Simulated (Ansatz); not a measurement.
C₂H₉NSi₂

The calculation's input:

```
crystal:
  periodic: [false, false, false]
  atoms:
    - { symbol: C, position_ang: [-1.2121, 1.1728, 0.3187] }
    - { symbol: Si, position_ang: [-0.3393, -0.3166, 0.7868] }
    - { symbol: "N", position_ang: [1.0476, 0.0561, 1.6529] }
    - { symbol: C, position_ang: [0.0338, -1.564, -0.3913] }
    - { symbol: Si, position_ang: [0.7164, -0.8142, -1.7981] }
    - { symbol: H, position_ang: [-0.6281, 1.9352, -0.2471] }
    - { symbol: H, position_ang: [-1.6066, 1.7423, 1.1976] }
    - { symbol: H, position_ang: [-2.0858, 0.9946, -0.3276] }
    - { symbol: H, position_ang: [1.7925, 0.452, 1.0826] }
    - { symbol: H, position_ang: [0.8996, 0.7817, 2.3791] }
    - { symbol: H, position_ang: [-0.9635, -2.1098, -0.6435] }
    - { symbol: H, position_ang: [0.5858, -2.3825, 0.0343] }
    - { symbol: H, position_ang: [1.9613, -0.1061, -1.5233] }
    - { symbol: H, position_ang: [-0.2144, 0.1293, -2.4924] }
basis:
  gaussian: { orbitals: "6-31G*" }
hamiltonian:
  xc: cam_b3lyp
  dispersion: d4
relax:
  f_tol: 0.02
  max_steps: 50
output:
  orbitals: {}
```

Launched as:

```sh
ansatz run input.yaml --threads 2 --pin off --max-ram 3072MiB --backend cpu --events-out ev --progress --plain --runs-dir out
```

The fields are those of the relaxed geometry.

Theory: Ansatz, RKS CAM-B3LYP-D4/6-31G*.

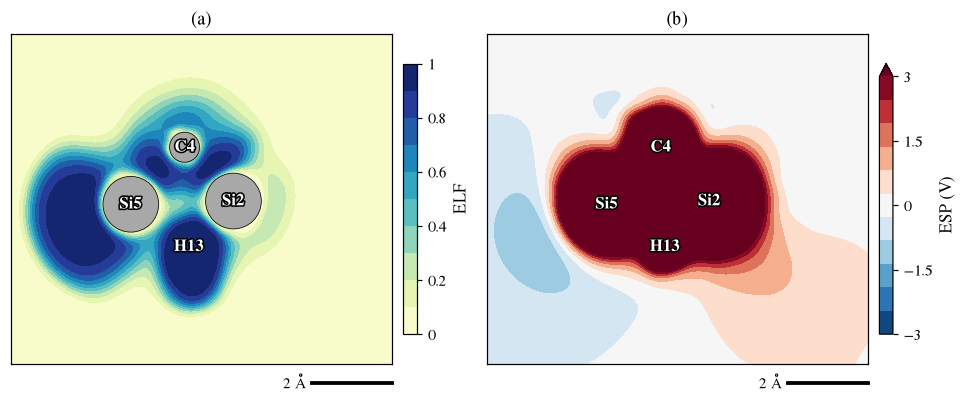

Figure 1. (a) electron localisation function; (b) electrostatic potential on the plane of atoms C4, Si2 and H13. Grey discs cover the atomic cores in the ELF map.

Q: What does the map show?

A: The plane passes through Si, C and H nuclei. C–Si (1.83 Å): the ELF peaks at about 0.95 between the atoms; a shared electron pair. C–Si (1.97 Å): the ELF peaks at about 0.95 between the atoms; localised, covalent bonding. The ELF also peaks beside Si5, away from the bonds: lone-pair regions. Outside the dense part of the molecule the potential is most negative (−1.2 V) near Si5.

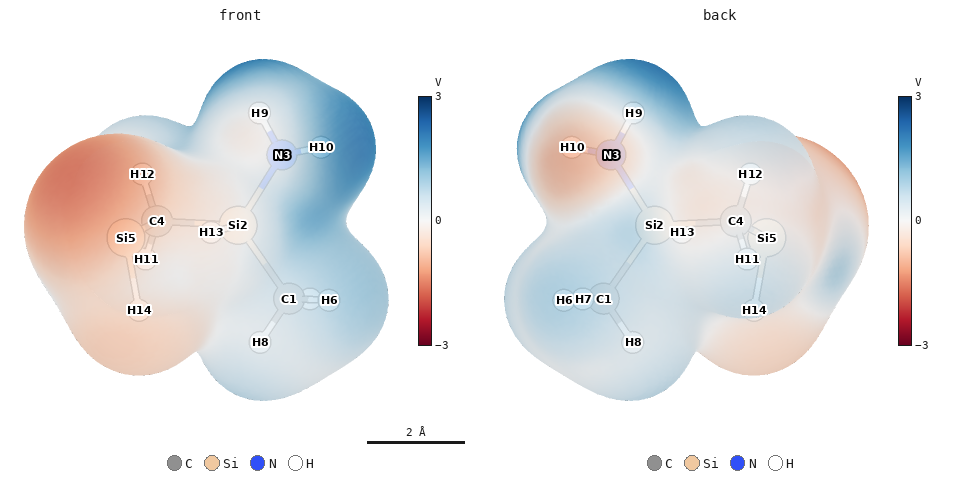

Figure 2. The electrostatic potential painted on the density surface at 0.002 e/bohr³, seen from the front and from behind; red is negative and blue positive.

Q: Where is the surface potential most negative and most positive?

A: The most negative region (about −1.6 V) lies over Si5, the most positive (about +2.0 V) over H9 and H10.

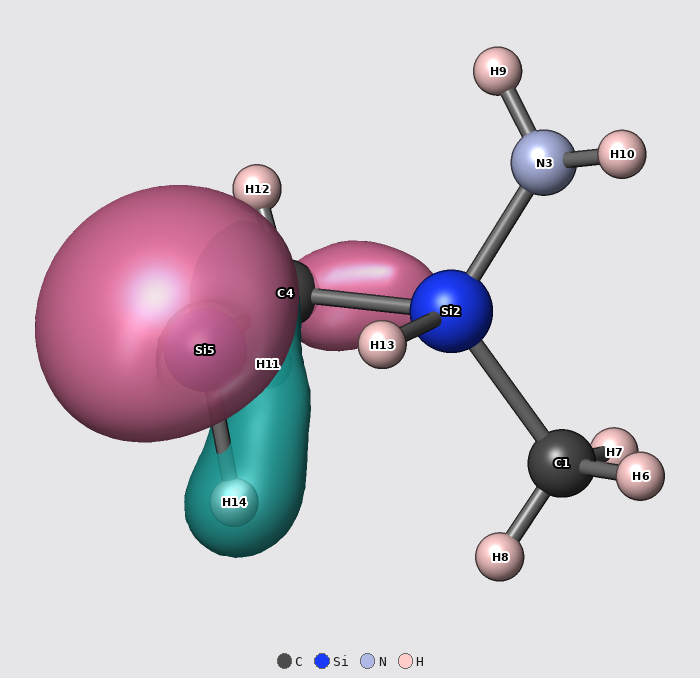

Figure 3. The HOMO at ±0.15 Å⁻³ᐟ² (teal and pink are the two phases), seen across its widest extent.

Q: Describe this orbital and give its energy.

A: Its weight (Hirshfeld) is mainly on Si5 (about 70 %), C4 (about 10 %), H14 (about 5 %) and Si2 (about 5 %). Its energy is −6.82 eV.
